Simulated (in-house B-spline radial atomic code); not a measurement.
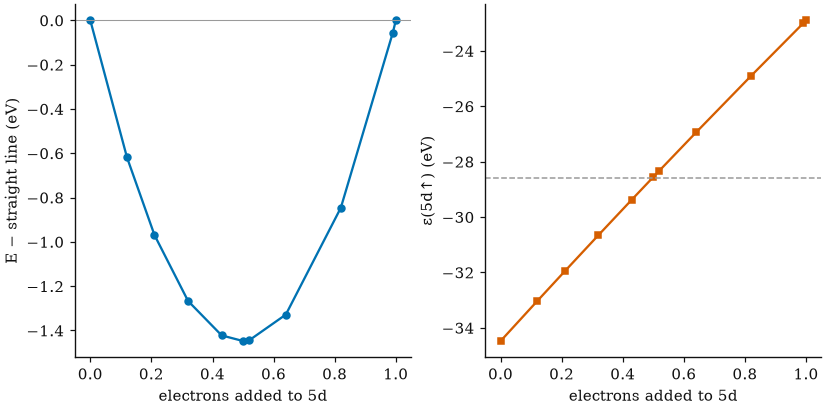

The calculation used an in-house B-spline radial code at this level: scalar-relativistic (spin-free one-electron X2C) SCAN, spin-polarised, spherical fractional occupations, Fermi nucleus, basis-set limit. The occupation of the 5d shell is varied from Re³⁺ ([Xe] 4f14 5d4 (high spin)) to Re²⁺ ([Xe] 4f14 5d5 (high spin)), with spherical fractional occupations. The plot shows the total energy less the straight line between the end points, and the eigenvalue of 5d↑ (the dashed line is minus the energy to take the whole electron out).

**Describe the curve.**

The curve is convex (below the straight line), with the largest deviation among the points computed, −1.45 eV, at 0.5. The end points differ by 28.6 eV, the energy to take the electron out. The eigenvalue, which is the slope of the energy (Janak's theorem), moves from −34.5 eV at 0 to −22.9 eV at 1; for a straight line it would stay constant, and a parabola would sag by an eighth of this change, scaled to a whole electron, 1.45 eV. Convexity is the mark of the delocalisation error, which puts fractional charges too low; for p, d and f shells the spherical spreading of the fraction adds to it.
